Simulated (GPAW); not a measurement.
# Magnetic state of CrO2 from several starts, part 2 of 2

Does CrO2 prefer parallel or opposed moments, or none?

GPAW 26.7.0; PBE with U = 4.38 eV on Cr d; plane waves with GPAW's PAW setups, scalar-relativistic.

So far. Step 2 (Start 1: ferro ++): After 19 cycles the largest moment stands at 2.60 μB.

## 3. Order 2, typed as antiferro +-

An opposed order shows whether the pairs that it reverses prefer unlike signs.

Contents of order2.py:

```python
import json
import numpy as np
from ase import Atoms
from ase.parallel import paropen, parprint
from gpaw import GPAW

atoms = Atoms(['Cr', 'Cr', 'O', 'O', 'O', 'O'],
    cell=[[4.421, 0.0, 0.0],
         [0.0, 4.421, 0.0],
         [0.0, 0.0, 2.917]],
    scaled_positions=[[0.0, 0.0, 0.0],
         [0.5, 0.5, 0.5],
         [0.301, 0.301, 0.0],
         [0.199, 0.801, 0.5],
         [0.699, 0.699, 0.0],
         [0.801, 0.199, 0.5]],
    pbc=True,
    magmoms=[3.0, -3.0, 0.0, 0.0, 0.0, 0.0])
atoms.calc = GPAW(mode={'name': 'pw', 'ecut': 700},
    xc='PBE',
    kpts={'size': (8, 8, 8), 'gamma': True},
    occupations={'name': 'fermi-dirac', 'width': 0.005},
    convergence={'density': 1e-05, 'energy': 1e-05},
    maxiter=200,
    setups={'Cr': ':d,4.38'},
    symmetry={'tolerance': 1e-4},
    txt='order2.txt')
e = atoms.get_potential_energy(force_consistent=True)
res = {'free_energy': e, 'energy_sigma0': atoms.get_potential_energy(), 'fermi_energy': atoms.calc.get_fermi_level()}
res['moments'] = atoms.get_magnetic_moments().tolist()
res['total'] = atoms.get_magnetic_moment()
parprint('site moments (muB):', np.round(res['moments'], 3))
parprint(f"total moment: {res['total']:.3f} muB")
parprint(f'free energy: {e:.6f} eV')
atoms.calc.write('order2.gpw')
with paropen('results.json', 'w') as f:
    json.dump(res, f)
```

Launch:

```bash
$ OMP_NUM_THREADS=1 mpirun -n 2 gpaw python order2.py > order2.log
```

The log of the run:

```text
site moments (muB): [ 2.15  -2.15  -0.016  0.016 -0.016  0.016]
total moment: -0.000 muB
free energy: -44.883597 eV

--- order2.txt ---
Input parameters:
  mode=PW(ecut=700),
  convergence={'density': 1e-05, 'energy': 1e-05},
  kpts=MonkhorstPack(size=(8, 8, 8), gamma=True),
  maxiter=200,
  occupations=Occupations(name='fermi-dirac', width=0.005),
  setups={'Cr': ':d,4.38'},
  symmetry=Symmetry(tolerance=0.0001),
  xc=XC(name='PBE')

Diagonalizing LCAO Hamiltonian
Converting LCAO to pw mode
    .----------.
   /|          |
  / |          |
 *  | O Cr     |
 |  .-----O----.
 | /       O  /
 |/  O       /
 Cr---------*

Atoms  # Å, Bohr magnetons
|   | symbol |        x |        y |        z |    initial magnetic moments |
|---|--------|----------|----------|----------|-----------------------------|
| 0 |     Cr | 0.000000 | 0.000000 | 0.000000 | ( 0.0000,  0.0000,  3.0000) |
| 1 |     Cr | 2.210500 | 2.210500 | 1.458500 | ( 0.0000,  0.0000, -3.0000) |
| 2 |      O | 1.330721 | 1.330721 | 0.000000 | ( 0.0000,  0.0000,  0.0000) |
| 3 |      O | 0.879779 | 3.541221 | 1.458500 | ( 0.0000,  0.0000,  0.0000) |
| 4 |      O | 3.090279 | 3.090279 | 0.000000 | ( 0.0000,  0.0000,  0.0000) |
| 5 |      O | 3.541221 | 0.879779 | 1.458500 | ( 0.0000,  0.0000,  0.0000) |

Unit cell  # Å
| periodic |        x |        y |        z |  lengths |    angles |
|----------|----------|----------|----------|----------|-----------|
|      yes | 4.421000 | 0.000000 | 0.000000 | 4.421000 | 90.000000 |
|      yes | 0.000000 | 4.421000 | 0.000000 | 4.421000 | 90.000000 |
|      yes | 0.000000 | 0.000000 | 2.917000 | 2.917000 | 90.000000 |

Number of symmetries: 8

BZ-sampling:
  Number of BZ points: 512
  Number of IBZ points: 105

  Monkhorst-Pack size: [8, 8, 8]
  Monkhorst-Pack shift: [0.0625, 0.0625, 0.0625]

Plane wave coefficients: 2420
Cutoff: 700.0 eV

Spin-components: 2 (collinear spins)
Bands:           26
Projectors:      32
Spin-degeneracy: 1
Datatype:        complex128

Parallelization:
  kpt:    2
  domain: 1
  band:   1

Density:
  Valence electrons: 36.0
  Components: 2
  Grid points: [27 27 18]
  Charge: 0.0  # |e|

Potential:
  Grid points: [27 27 18]

[... setups left out ...]
Reference energy: -65328.164104  # eV

eigensolver:
  PPCG
  Converge bands: occupied
  niter=2

density mixing:
  MSR1-Mixer
  Pratt-step length: 0.05
  Maximum mixing coefficient: 0.75
  Old densities: 10
  SVD Regularization: 0.005
  Good broyden scale: 1.0
  Trust region scale: 1.0
  Backstep threshold: 4.0
  History deletion threshold: 6.0
  Fourier metric: weight=20.0, sigma=0.015

occupation numbers:
  Fermi-Dirac:
    width: 0.0050  # eV

poisson solver:
  ecut: 5600.0  # eV

xc functional:
  name: PBE with 2 nearest neighbor stencil

convergence criteria:
- Maximum integral of absolute [dens]ity change: 1e-05 electrons / valence electron
- Maximum [total energy] change in last 3 cyles: 1e-05 eV / valence electron
- Maximum integral of absolute [eigenst]ate change: 4e-08 eV^2 / valence electron
maximum number of iterations: 200

SCF iterations
|iter     |      energy | eigst |  dens |  magmom |
|---------|-------------|-------|-------|---------|
|iter:   1|       0s |  -46.417464 | +0.31 |       |  +0.0000|
|iter:   2|      12s |  -44.757929 | -1.37 | -0.66 |  +0.0000|
|iter:   3|      24s |  -43.529460 | -0.73 | -0.72 |  -0.0001|
|iter:   4|      36s |  -43.795942 | -2.05 | -0.99 |  +0.0001|
|iter:   5|      48s |  -44.449943 | -1.48 | -1.19 |  -0.0012|
|iter:   6|      60s |  -44.699833 | -2.58 | -1.61 |  +0.0015|
|iter:   7|      72s |  -44.723928 | -3.22 | -1.84 |  -0.0153|
|iter:   8|      84s |  -44.736903 | -3.40 | -1.87 |  -0.0019|
|iter:   9|      96s |  -44.781449 | -2.98 | -1.95 |  -0.0026|
|iter:  10|     108s |  -44.817110 | -3.31 | -2.03 |  -0.0069|
|iter:  11|     119s |  -44.847305 | -3.10 | -1.99 |  -0.0024|
|iter:  12|     131s |  -44.864062 | -3.21 | -2.15 |  -0.0018|
|iter:  13|     143s |  -44.850567 | -3.19 | -2.22 |  -0.0019|
|iter:  14|     155s |  -44.880087 | -2.40 | -2.20 |  +0.0015|
|iter:  15|     167s |  -44.871324 | -2.66 | -1.95 |  +0.0003|
|iter:  16|     179s |  -44.878582 | -2.73 | -2.30 |  +0.0051|
|iter:  17|     191s |  -44.883548 | -3.42 | -2.29 |  +0.0014|
|iter:  18|     203s |  -44.883535 | -4.83 | -3.13 |  +0.0010|
|iter:  19|     214s |  -44.883589c| -5.44 | -3.45 |  +0.0004|
|iter:  20|     226s |  -44.883590c| -6.23 | -3.58 |  +0.0001|
|iter:  21|     238s |  -44.883593c| -6.24 | -3.93 |  -0.0001|
|iter:  22|     250s |  -44.883595c| -6.91 | -4.02 |  -0.0000|
|iter:  23|     262s |  -44.883596c| -7.45c| -4.44 |  -0.0000|
|iter:  24|     269s |  -44.883596c| -7.55c| -4.57 |  -0.0000|
|iter:  25|     281s |  -44.883596c| -7.93c| -4.66 |  +0.0000|
|iter:  26|     293s |  -44.883596c| -8.04c| -4.79 |  +0.0000|
|iter:  27|     305s |  -44.883597c| -7.95c| -4.78 |  -0.0000|
|iter:  28|     310s |  -44.883597c| -8.14c| -5.20c|  -0.0000|

Converged in 28 steps
Energy contributions relative to reference atoms: (reference = -65328.164104)

Energy contributions:
  Kinetic:          -0.755044
  Coulomb:         -14.620727
  Zero:              1.458538
  External:          0.000000
  Xc:              -30.966364
  Entropy:          -0.000000
  Spinorbit:         0.000000
  ----------------------------
  Free energy:     -44.883597
  Extrapolated:    -44.883597

dipole moment: (-11.106416, -11.106416, -23.688432)  # |e|*Ang

Total magnetic moment: (0.000000, 0.000000, -0.000006)

Local magnetic moments
|        x |        y |         z |
|----------|----------|-----------|
| 0.000000 | 0.000000 |  2.149754 |  # Cr   0
| 0.000000 | 0.000000 | -2.149751 |  # Cr   1
| 0.000000 | 0.000000 | -0.016187 |  # O    2
| 0.000000 | 0.000000 |  0.016176 |  # O    3
| 0.000000 | 0.000000 | -0.016187 |  # O    4
| 0.000000 | 0.000000 |  0.016176 |  # O    5

Fermi level: 6.171
Eigenvalues  # (at kpt = [0.000, 0.000, 0.000])
| band index |      eig [eV] | occ [0-1] |      eig [eV] | occ [0-1] |
|------------|---------------|-----------|---------------|-----------|
|          0 |       -13.015 |     1.000 |       -13.015 |     1.000 |
|        ... |               |           |               |           |
|         10 |         2.830 |     1.000 |         2.830 |     1.000 |
|         11 |         2.853 |     1.000 |         2.853 |     1.000 |
|         12 |         2.927 |     1.000 |         2.927 |     1.000 |
|         13 |         3.328 |     1.000 |         3.328 |     1.000 |
|         14 |         5.139 |     1.000 |         5.139 |     1.000 |
|         15 |         5.514 |     1.000 |         5.514 |     1.000 |
|         16 |         5.569 |     1.000 |         5.569 |     1.000 |
|         17 |         6.024 |     1.000 |         6.024 |     1.000 |
|         18 |         6.511 |     0.000 |         6.511 |     0.000 |
|         19 |         7.968 |     0.000 |         7.968 |     0.000 |
|         20 |         8.961 |     0.000 |         8.961 |     0.000 |
|         21 |         9.434 |     0.000 |         9.434 |     0.000 |
|         22 |         9.821 |     0.000 |         9.821 |     0.000 |
|         23 |        11.351 |     0.000 |        11.351 |     0.000 |
|         24 |        11.421 |     0.000 |        11.421 |     0.000 |
|         25 |        12.419 |     0.000 |        12.419 |     0.000 |

Gap: 0.251 eV
Transition (v -> c):
  (s=0, k=0, n=17, [0.00, 0.00, 0.00]) -> (s=1, k=84, n=18, [0.50, 0.00, 0.50])
Direct/indirect transitions are different
Direct gap: 0.487 eV
Transition at: (s=0->1, k=0, n=17, [0.00, 0.00, 0.00])
```

The job ended after 5.5 min (2 MPI ranks of Arm Neoverse V1, shared host; peak memory 0.71 GiB; 11 min of CPU time).

Spin moment in the augmentation sphere by atom:

```
atom  spin moment in the augmentation sphere (μB)
 Cr1                                         2.15
 Cr2                                        -2.15
  O3                                        -0.02
  O4                                         0.02
  O5                                        -0.02
  O6                                         0.02
```

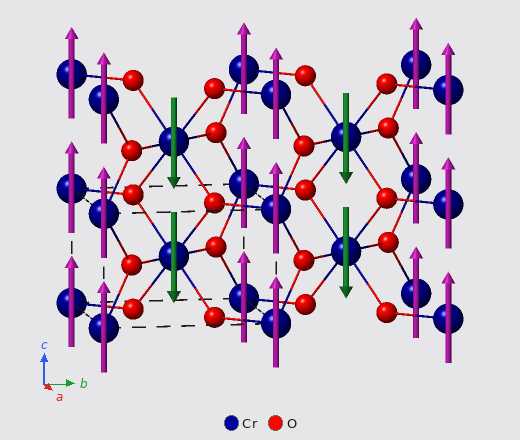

Spin moment in the augmentation sphere as arrows, the longest 2.15 μB. Up and down stand for the sign. Arrows give size and sign along the axis of quantisation, drawn up and down the page. The two directions have two colours. 1×2×2 cells are drawn. Some periodic images of atoms are drawn too.

This step gave:

| Item | Value |
| --- | --- |
| magnetization | 0 μB |
| final state | antiferromagnetic |

It lies 213 meV a seeded atom over the first start, and its largest moment is 2.15 μB against 2.60 μB.

## 4. Start 3: no spin polarisation

A run without seeds gives the energy of the state without moments.

nospin.py is the script of step 3 with these lines changed:

```diff
@@ -16,4 +16,3 @@
          [0.801, 0.199, 0.5]],
-    pbc=True,
-    magmoms=[3.0, -3.0, 0.0, 0.0, 0.0, 0.0])
+    pbc=True)
 atoms.calc = GPAW(mode={'name': 'pw', 'ecut': 700},
@@ -26,11 +25,7 @@
     symmetry={'tolerance': 1e-4},
-    txt='order2.txt')
+    txt='nospin.txt')
 e = atoms.get_potential_energy(force_consistent=True)
 res = {'free_energy': e, 'energy_sigma0': atoms.get_potential_energy(), 'fermi_energy': atoms.calc.get_fermi_level()}
-res['moments'] = atoms.get_magnetic_moments().tolist()
-res['total'] = atoms.get_magnetic_moment()
-parprint('site moments (muB):', np.round(res['moments'], 3))
-parprint(f"total moment: {res['total']:.3f} muB")
 parprint(f'free energy: {e:.6f} eV')
-atoms.calc.write('order2.gpw')
+atoms.calc.write('nospin.gpw')
 with paropen('results.json', 'w') as f:
```

Launch:

```bash
$ OMP_NUM_THREADS=1 mpirun -n 2 gpaw python nospin.py > nospin.log
```

The log of the run:

```text
free energy: -41.343991 eV

--- nospin.txt ---
Input parameters:
  mode=PW(ecut=700),
  convergence={'density': 1e-05, 'energy': 1e-05},
  kpts=MonkhorstPack(size=(8, 8, 8), gamma=True),
  maxiter=200,
  occupations=Occupations(name='fermi-dirac', width=0.005),
  setups={'Cr': ':d,4.38'},
  symmetry=Symmetry(tolerance=0.0001),
  xc=XC(name='PBE')

Diagonalizing LCAO Hamiltonian
Converting LCAO to pw mode
[...]
|         13 |         4.094 |     2.000 |
[...]
|         22 |         9.371 |     0.000 |
|         23 |        10.971 |     0.000 |
|         24 |        11.552 |     0.000 |
|         25 |        11.552 |     0.000 |

Gap: 1.024 eV
Transition (v -> c):
  (s=0, k=0, n=17, [0.00, 0.00, 0.00]) -> (s=0, k=84, n=18, [0.50, 0.00, 0.50])
Direct/indirect transitions are different
Direct gap: 1.367 eV
Transition at: (s=0, k=0, n=17, [0.00, 0.00, 0.00])


[key lines of the parts left out:]
Free energy:     -41.343991
Converged in 20 steps
dipole moment: (-11.143810, -11.143810, -23.718303)  # |e|*Ang
Fermi level: 6.021
```

Wall time 2 min (2 MPI ranks); peak memory 0.57 GiB; 4.1 min of CPU time.

This step gave:

```
final state : non-magnetic (no spin polarisation)
```

It lies 1982 meV a seeded atom over the first start.

## 5. The states side by side

These are free energies at a smearing of 0.005 eV, so its entropy term is in the differences. They are divided by the number of seeded atoms, so that cells of unlike size compare.

Orders:

```
               start        final state  typed order kept  energy over the lowest (meV a seeded atom)  largest site moment (μB)  net moment (μB a primitive cell)  mesh matched  CPU time (s)
            ferro ++      ferromagnetic               yes                                           0                     2.605                                 4           yes         551.2
        antiferro +-  antiferromagnetic               yes                                       212.6                      2.15                                 0           yes         657.3
no spin polarisation       non-magnetic                 -                                        1982                         0                                 0           yes         245.4
```

## 6. What came out

```json
{
 "lowest state found": "ferromagnetic (typed ferro ++)",
 "largest site moment": "2.60 μB",
 "next state": "antiferromagnetic, 213 meV a seeded atom higher",
 "run without spin seeds, over the lowest": "1982 meV a seeded atom"
}
```

**Reading.** The lowest state found is ferromagnetic, reached from the start ferro ++, with moments up to 2.60 μB. The next state costs 213 meV a seeded atom. This is the lowest of 3 finished starts, no proof of the ground state.

[Logs and program files are shortened in this print: banners, set-up blocks, solver, clock and traceback lines can be left out without a mark of their own.]

[Logs are printed without paths, hosts, clocks, repeated set-up lines and the standing remarks that a program may print on its own settings, such as how far it seeks lower states.]

[Hosts, paths, dates, database ids (printed as entryN), source tags and the programs' standing remarks are cut or masked in the printed files.]

[Where a cell is said to come from a database of computed structures, the database is the Materials Project.]
